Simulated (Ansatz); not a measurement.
The reference is BaTiO3 (space group P4mm, No. 99; a = 3.955 Å, c = 4.046 Å).

Now apply this change: the cell is scaled by 0.9644 in all directions; the atoms relax in the strained cell.

Level of theory: PBEsol (Ansatz, a quantum-chemistry and plane-wave program, PAW, no spin-orbit coupling), earlier PAW set.

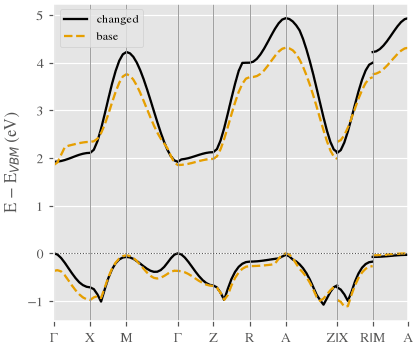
Figure. Highest valence and lowest conduction band along the path, each from its own valence-band maximum

The gap is 1.92 eV, direct at Γ; the base has 1.85 eV.

Stability against distortions was not tested. All final runs are without spin polarisation.
